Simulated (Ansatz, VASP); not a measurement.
**Ba3Al4P20O59 (glassy 67P2O5-20BaO-13Al2O3 (mol %)) in two plane-wave programs**

Wanted: the spread between two codes on one cell, functional and k mesh. The cell is taken from a series of runs on this material, whose earlier steps may have relaxed or scaled it; both programs get it as it stands.

Main program and level: Ansatz 0.2.0; plane waves, with VASP 6.6.1 beside it; single point at PBE.

### 1. The starting structure

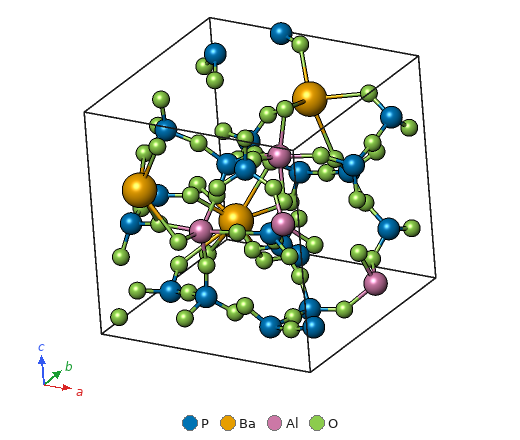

The starting structure, seen slightly off an axis (phosphorus blue, barium orange, aluminium pink, oxygen green). Bonds to atoms that aren't drawn are left out. Some periodic images of atoms are drawn too.

The cell holds 86 atoms: 20 P, 3 Ba, 4 Al and 59 O. Its edges and angles: a = 10.698 Å, b = 10.698 Å, c = 10.698 Å, α = 90.0°, β = 90.0°, γ = 90.0°. As first built, before any earlier steps moved the atoms: 86 atoms (20 P, 3 Ba, 4 Al, 59 O) placed at random at 2.81 g/cm^3, melted at 4000 K for 10 ps at fixed volume with the Morse and Coulomb pair potential with partial charges (Pedone, Malavasi, Menziani, Cormack and Segre, J. Phys. Chem. B 110, 11780 (2006)). Quenched from 4000 K to 300 K at 20 K/ps and fixed volume, held 10 ps at zero pressure, then minimised at fixed cell.

### 2. Ansatz: single point, PBE

Ansatz runs on its default PAW (the set named soft_2) files.

With cell and atoms fixed, the geometry can't cause a difference; cores, projectors, grids and the points listed under the comparison can.

Contents of input.yaml:

```yaml
crystal:
  lattice:
    - [10.69823, 0.0, 0.0]
    - [0.0, 10.69823, 0.0]
    - [0.0, 0.0, 10.69823]
  atoms:
    - { symbol: P, position: [0.42928, 0.92254, 0.41007] }
    - { symbol: P, position: [0.30992, 0.74444, 0.60533] }
    - { symbol: P, position: [0.35404, 0.98006, 0.99767] }
    - { symbol: P, position: [0.56489, 0.53145, 0.2704] }
    - { symbol: P, position: [0.37372, 0.2302, 0.13416] }
    - { symbol: P, position: [0.92196, 0.56793, 0.67771] }
    - { symbol: P, position: [0.37457, 0.4686, 0.63053] }
    - { symbol: P, position: [0.16413, 0.76656, 0.96351] }
    - { symbol: P, position: [0.66943, 0.14224, 0.7969] }
    - { symbol: P, position: [0.72049, 0.46796, 0.03733] }
    - { symbol: P, position: [0.00545, 0.49771, 0.41341] }
    - { symbol: P, position: [0.97345, 0.09389, 0.15901] }
    - { symbol: P, position: [0.04967, 0.21098, 0.41644] }
    - { symbol: P, position: [0.89917, 0.83087, 0.27518] }
    - { symbol: P, position: [0.70869, 0.17882, 0.07816] }
    - { symbol: P, position: [0.13557, 0.39447, 0.77455] }
    - { symbol: P, position: [0.95125, 0.8354, 0.7857] }
    - { symbol: P, position: [0.7028, 0.87101, 0.4827] }
    - { symbol: P, position: [0.12233, 0.3571, 0.06061] }
    - { symbol: P, position: [0.66165, 0.30957, 0.43545] }
    - { symbol: Ba, position: [0.59997, 0.77602, 0.83205] }
    - { symbol: Ba, position: [0.25418, 0.68658, 0.26102] }
    - { symbol: Ba, position: [0.21002, 0.04556, 0.66465] }
    - { symbol: Al, position: [0.65325, 0.43075, 0.72968] }
    - { symbol: Al, position: [0.881, 0.06577, 0.61893] }
    - { symbol: Al, position: [0.96209, 0.60214, 0.13731] }
    - { symbol: Al, position: [0.38189, 0.21821, 0.43605] }
    - { symbol: O, position: [0.35159, 0.09241, 0.09177] }
    - { symbol: O, position: [0.02388, 0.15428, 0.28552] }
    - { symbol: O, position: [0.83895, 0.8541, 0.86567] }
    - { symbol: O, position: [0.37976, 0.0445, 0.46187] }
    - { symbol: O, position: [0.17318, 0.76788, 0.61673] }
    - { symbol: O, position: [0.37412, 0.36822, 0.53157] }
    - { symbol: O, position: [0.93514, 0.70352, 0.7231] }
    - { symbol: O, position: [0.86588, 0.7396, 0.17309] }
    - { symbol: O, position: [0.31314, 0.04532, 0.87941] }
    - { symbol: O, position: [0.59078, 0.04148, 0.74342] }
    - { symbol: O, position: [0.5697, 0.90615, 0.43872] }
    - { symbol: O, position: [0.68514, 0.13475, 0.9421] }
    - { symbol: O, position: [0.9257, 0.9634, 0.2263] }
    - { symbol: O, position: [0.07, 0.82278, 0.86809] }
    - { symbol: O, position: [0.65621, 0.49627, 0.91638] }
    - { symbol: O, position: [0.72794, 0.32432, 0.06395] }
    - { symbol: O, position: [0.60891, 0.41631, 0.34838] }
    - { symbol: O, position: [0.85397, 0.51867, 0.0373] }
    - { symbol: O, position: [0.02083, 0.26323, 0.08695] }
    - { symbol: O, position: [0.01438, 0.35205, 0.42031] }
    - { symbol: O, position: [0.46955, 0.2919, 0.05394] }
    - { symbol: O, position: [0.48048, 0.92175, 0.99535] }
    - { symbol: O, position: [0.01583, 0.78663, 0.3399] }
    - { symbol: O, position: [0.80078, 0.13875, 0.73859] }
    - { symbol: O, position: [0.80385, 0.51116, 0.7252] }
    - { symbol: O, position: [0.38964, 0.8971, 0.27956] }
    - { symbol: O, position: [0.37892, 0.79499, 0.71523] }
    - { symbol: O, position: [0.9346, 0.53625, 0.29874] }
    - { symbol: O, position: [0.43081, 0.52014, 0.23313] }
    - { symbol: O, position: [0.22399, 0.6555, 0.90263] }
    - { symbol: O, position: [0.76868, 0.98591, 0.53504] }
    - { symbol: O, position: [0.26433, 0.43314, 0.72087] }
    - { symbol: O, position: [0.50064, 0.48314, 0.69125] }
    - { symbol: O, position: [0.96479, 0.94238, 0.69495] }
    - { symbol: O, position: [0.18894, 0.20592, 0.44109] }
    - { symbol: O, position: [0.77644, 0.25801, 0.37453] }
    - { symbol: O, position: [0.70279, 0.77176, 0.58152] }
    - { symbol: O, position: [0.55649, 0.2193, 0.45974] }
    - { symbol: O, position: [0.24635, 0.2983, 0.10218] }
    - { symbol: O, position: [0.98224, 0.1343, 0.51397] }
    - { symbol: O, position: [0.34082, 0.60379, 0.58933] }
    - { symbol: O, position: [0.1322, 0.38095, 0.91729] }
    - { symbol: O, position: [0.38246, 0.23817, 0.2742] }
    - { symbol: O, position: [0.09422, 0.47834, 0.1254] }
    - { symbol: O, position: [0.5844, 0.64702, 0.34563] }
    - { symbol: O, position: [0.6947, 0.37424, 0.5575] }
    - { symbol: O, position: [0.61906, 0.13776, 0.1745] }
    - { symbol: O, position: [0.06762, 0.03762, 0.07181] }
    - { symbol: O, position: [0.25993, 0.865, 0.00818] }
    - { symbol: O, position: [0.03511, 0.49273, 0.73502] }
    - { symbol: O, position: [0.62492, 0.27533, 0.77645] }
    - { symbol: O, position: [0.1384, 0.53892, 0.42002] }
    - { symbol: O, position: [0.10122, 0.27316, 0.71588] }
    - { symbol: O, position: [0.94133, 0.54503, 0.53639] }
    - { symbol: O, position: [0.08426, 0.7171, 0.07026] }
    - { symbol: O, position: [0.36137, 0.81826, 0.49068] }
    - { symbol: O, position: [0.7906, 0.83883, 0.3708] }
    - { symbol: O, position: [0.64899, 0.52306, 0.15083] }
    - { symbol: O, position: [0.84014, 0.12878, 0.11153] }
kpoints:
  mp_grid: { grid: [1, 1, 1] }
hamiltonian:
  xc: pbe
scf:
  occupations: { method: fermi_dirac, width: 0.025 }
output:
  forces: true
```

Run with:

```bash
$ ansatz run input.yaml --threads 4 --pin off --max-ram 8192MiB --backend cpu --events-out ev --progress --plain --runs-dir out
```

Numbers of over 12 decimals in the logs are rounded to 6 here.

What it wrote:

```text
Engine: ansatz 0.2.0, x86_64-unknown-linux-gnu
Pseudopotentials: kind: paw
Pseudopotential: P, paw, valence charge 5, recommended cutoff 420 eV (normal), P.paw.azcp
Pseudopotential: Ba, paw, valence charge 10, recommended cutoff 420 eV (normal), Ba.paw.azcp
Pseudopotential: Al, paw, valence charge 3, recommended cutoff 420 eV (normal), Al.paw.azcp
Pseudopotential: O, paw, valence charge 6, recommended cutoff 420 eV (normal), O.paw.azcp
Functional definition: PBE
  parameter kappa = 0.804
  parameter beta = 0.066725
  exchange = pbe_x(kappa = kappa, mu = beta*pi^2/3)
  correlation = pbe_c(beta = beta)
Crystal: 86 atoms, lattice volume = 1224.435 Å³
Basis set: ecut = 420 eV, 23847 PW (Γ), exchange–correlation on 144×144×144 points (8 copies of the dense FFT grid, shifted against one another)
Bands: 334, of which v1, the nominal top of the filled ones, is band 248 counted from 1 (247 counted from 0)
Symmetry: 1 space group operations
Space group: P1 (ITA 1), of the structure as read, at distance tolerance 1.1e-4 Å
k-points: 1
Non-local potential: P, projectors of the file, l = 0: 2, l = 1: 2, l = 2: 2
Non-local potential: Ba, projectors of the file, l = 0: 3, l = 1: 2, l = 2: 2, l = 3: 2
Non-local potential: Al, projectors of the file, l = 0: 2, l = 1: 2, l = 2: 1
Non-local potential: O, projectors of the file, l = 0: 2, l = 1: 2, l = 2: 1
PAW form: soft (Blöchl's): semilocal exchange-correlation on the pseudo side does not see the compensation charge
PAW one-centre angular grid: P, 110 points (default); XC on 64 Gauss nodes
PAW one-centre angular grid: Ba, 194 points (default); XC on 64 Gauss nodes
PAW one-centre angular grid: Al, 110 points (default); XC on 64 Gauss nodes
PAW one-centre angular grid: O, 110 points (default); XC on 64 Gauss nodes
Initial density: superposition of atomic densities (neutral atoms: chi_scale 0, normalization atom), corrected by the library's trained network
Initial wavefunctions: pseudopotential atomic-orbital guess
Functional: x = pbe(κ = 0.804, μ = 0.219515), c = pbe(β = 0.066725)
SCF iter   1: F=—  HF=-68629.732314 eV  |F-HF|=—  |Δ(HF+E_count)|=         —  Δρ=4.69e-3  dr2=5.23e-1  ethr=1.77e-3  ⟨swp⟩=9.0  Hψ=2019  notcnv=0  defer=42
preconditioner: auto → Resta (q_TF=auto, 2.347 Å⁻¹)  ε∞=3.1  [insulator: Δε(μ)=3.116 eV  Ē_g=16.273 eV  σ=0.025 eV  W_gap=1.00  n_scr=250 (ndim 8)  ℏωp=23.6 eV  f_vac=0.179  D(μ)=0.00/eV (n_scr^D=0)  ε∞_Penn≈3.1]
SCF iter   2: F=—  HF=-68629.613714 eV  |F-HF|=—  |Δ(HF+E_count)|=   1.19e-1  Δρ=2.49e-3  dr2=1.30e-1  ethr=1.05e-4  ⟨swp⟩=3.0  Hψ=596  notcnv=0  defer=79
SCF iter   3: F=—  HF=-68629.581680 eV  |F-HF|=—  |Δ(HF+E_count)|=   3.20e-2  Δρ=1.22e-3  dr2=4.39e-2  ethr=2.62e-5  ⟨swp⟩=3.0  Hψ=486  notcnv=0  defer=32
automatic band count: iteration 3 solves 287 bands in place of 334: the levels show a gap, and the empty bands left out lie too high to hold charge; the band table lists the bands solved (type scf.n_extra_bands for more)
SCF iter   4: F=—  HF=-68629.567118 eV  |F-HF|=—  |Δ(HF+E_count)|=   1.46e-2  Δρ=5.28e-4  dr2=4.04e-3  ethr=8.84e-6  ⟨swp⟩=3.0  Hψ=487  notcnv=0  defer=32
SCF iter   5: F=—  HF=-68629.566511 eV  |F-HF|=—  |Δ(HF+E_count)|=   6.07e-4  Δρ=2.73e-4  dr2=8.40e-4  ethr=8.14e-7  ⟨swp⟩=4.0  Hψ=618  notcnv=0  defer=30
SCF iter   6: F=—  HF=-68629.566465 eV  |F-HF|=—  |Δ(HF+E_count)|=   4.61e-5  Δρ=8.46e-5  dr2=7.27e-5  ethr=1.69e-7  ⟨swp⟩=3.0  Hψ=474  notcnv=0  defer=30
SCF iter   7: F=—  HF=-68629.568132 eV  |F-HF|=—  |Δ(HF+E_count)|=   1.67e-3  Δρ=4.30e-5  dr2=1.92e-5  ethr=1.47e-8  ⟨swp⟩=3.0  Hψ=558  notcnv=0  defer=30
SCF iter   8: F=—  HF=-68629.568135 eV  |F-HF|=—  |Δ(HF+E_count)|=   3.05e-6  Δρ=1.16e-5  dr2=1.45e-6  ethr=3.88e-9  ⟨swp⟩=3.0  Hψ=490  notcnv=0  defer=30
SCF iter   9: F=—  HF=-68629.568136 eV  |F-HF|=—  |Δ(HF+E_count)|=   8.73e-7  Δρ=4.86e-6  dr2=2.55e-7  ethr=2.92e-10  ⟨swp⟩=3.0  Hψ=550  notcnv=0  defer=30
SCF iter  10: F=-68629.568136 eV  HF=-68629.568136 eV  |F-HF|=2.54e-8  |Δ(HF+E_count)|=   8.42e-8  Δρ=2.65e-6  dr2=7.52e-8  ethr=2.02e-11  ⟨swp⟩=6.0  Hψ=1112  notcnv=0
SCF 1 converged in 10 iterations: F = -68629.568136 eV  dr2 = 7.52e-8
  greatest PAW one-centre occupation: 0.955 electrons in one spin orbital (limit 2), on the Ba atom at site 21 (counted from 0), in its partial waves of l = 0
SCF converged after 10 iterations
Free energy (F): -68629.568136 eV
Harris-Foulkes:  -68629.568136 eV  (|F-HF|=2.54e-8)
Internal energy: -68629.568136 eV  (E = F + TS)
E sigma→0 (E₀):  -68629.568136 eV
Fermi energy:    5.590829 eV
--- Per-component energies (eV) ---
  E_band       = -2614.533258
  E_kinetic    = 12692.945309
  E_local      = -35335.944386  (includes V_loc(G=0)·N_el)
  E_nonlocal   = 3652.884807
  E_hartree    = 13082.499199
  E_xc         = -6292.871539
  E_vxc        = -7353.594091  (∫ρ·V_xc dr)
  E_paw        = -38305.188495  (= ΣΔE_a)
  E_vpaw       = -2435.971731  (= ΣTr[D̂ρ^β])
  E_aug_tail   = 0.149494  (compensation charges beyond the density's cutoff)
  E_ewald      = -18124.042525
  E_smearing   = -0.000000  (= −TS)
  E_closure    = 0.000000  (closes the sum)
  Σ components = -68629.568136   (vs F -68629.568136, Δ=0.00e0)
--- Forces (eV/Å), atoms counted from 1 ---
  atom   1  P     -1.08670958    -0.39310771    -1.88780591
  atom   2  P     -1.46624812     2.47257844     3.70365696
  atom   3  P      2.06683023     1.98698216    -3.56630462
  atom   4  P     -2.02231510     1.37418037     3.03181122
  atom   5  P      3.10638084     1.56008533    -1.77622312
  atom   6  P      0.04709262    -1.39999786    -0.06345370
  atom   7  P      1.13505872    -0.54122360    -1.33630198
  atom   8  P      0.86917687    -4.50207076    -0.72812700
  atom   9  P     -0.53601119     0.18791788    -2.17386535
  atom  10  P      0.08552379    -0.47405530     0.68802714
  atom  11  P      3.09419869     1.01437083    -2.38267507
  atom  12  P      1.90965031    -2.28844640    -2.31353220
  atom  13  P      1.03609323     0.34920234    -0.33582244
  atom  14  P      3.23744030    -0.55556075     0.37968479
  atom  15  P     -2.58619066    -0.11152951     2.08569549
  atom  16  P     -1.08172943    -2.80203388    -1.25212038
  atom  17  P     -2.20946331     1.48413428     2.93636549
  atom  18  P      2.45325870    -0.71771718     2.70196474
  atom  19  P     -1.74702527    -2.08390596     2.91484174
  atom  20  P      2.39671281    -0.03189048    -0.17801000
  atom  21  Ba    -0.45357384     1.11714172    -0.06042763
  atom  22  Ba     0.52903603    -0.21800840     0.23678147
  atom  23  Ba     0.55813341    -0.55820407     0.96081826
  atom  24  Al     0.48188931    -2.39426674    -1.26203500
[...]
atom  79  O      0.25221028     0.23334167     0.13800607
  atom  80  O      0.19166742    -0.12701045     0.10600434
  atom  81  O     -1.85005356     0.96883092     1.25284825
  atom  82  O     -0.94019305     0.26389868     1.61242487
  atom  83  O      0.19010166    -0.79761806    -1.44644401
  atom  84  O     -1.86389295    -0.33627337    -0.48676234
  atom  85  O      1.47010533     0.41986153    -2.03015270
  atom  86  O      1.04963227     0.12530505    -0.19252901
  max |Σ_I F_I| component: 1.50e-4 eV/Å
```

(Part 1 of 2 ends here.)

[Lines on the potential files, build, host, timing and source positions are cut from VASP's logs without a mark.]

[Logs are printed without paths, hosts, clocks, repeated set-up lines and the standing remarks that a program may print on its own settings, such as how far it seeks lower states.]

[Hosts, paths, dates, database ids (printed as entryN), source tags and the programs' standing remarks are cut or masked in the printed files.]
